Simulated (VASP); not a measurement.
Band structure of SrTiO3 (cubic perovskite). Computed with modified Becke-Johnson potential (mBJ), VASP's PBE PAW potentials (set 64) (plane waves; VASP).

mBJ is a potential without an energy functional, so only the levels count.

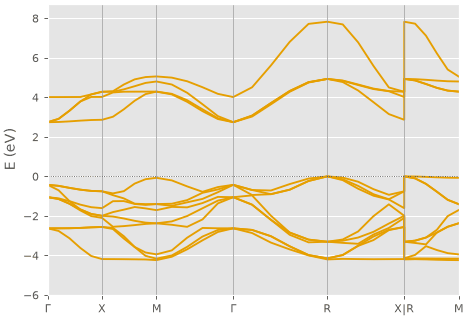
Figure. Bands along high-symmetry lines, zero at the valence-band maximum or, without a gap, the Fermi level

Q: Read the plot: is there a gap, and where are the band edges?

A: The gap is indirect, 2.74 eV, from the valence maximum at R to the conduction minimum at Γ.

Measured: gap 3.59 eV (computed value off by -0.85 eV), as given by Anna Miglio et al., npj Computational Materials (2020), arXiv:2011.12765 [zero-point renormalisation of 336 meV (experimental, the table's column) added back].

The compound is SrTiO3 in the cubic perovskite structure, the ideal cubic form; the compound distorts at low or room temperature. It was relaxed first. The cell's shape comes from a PBE relaxation.
